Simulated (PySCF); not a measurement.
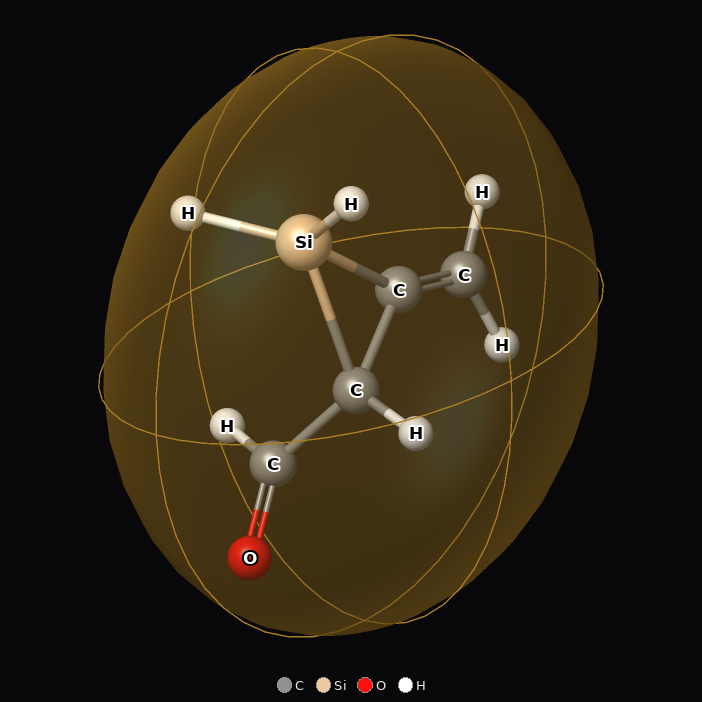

The ellipsoid shows the static dipole polarisability: its half-axes are proportional to the principal values. Computed geometry: GFN2-xTB optimisation. No frequency run is at hand to confirm it as a minimum. Level of theory: CAM-B3LYP/def2-SVPD (PySCF 2.14.0).

> Give the principal values, the mean and the anisotropy.

Principal values 60.9, 89.4, 90.2 bohr³; mean 80.1 bohr³ (11.88 Å³); anisotropy 28.9 bohr³, so the longest axis is 1.48 times the shortest.

The geometry is semi-empirical. Around Si such bond lengths and angles can be off by a tenth of an ångström or more and by several degrees, and values that hang on the shape move with them.
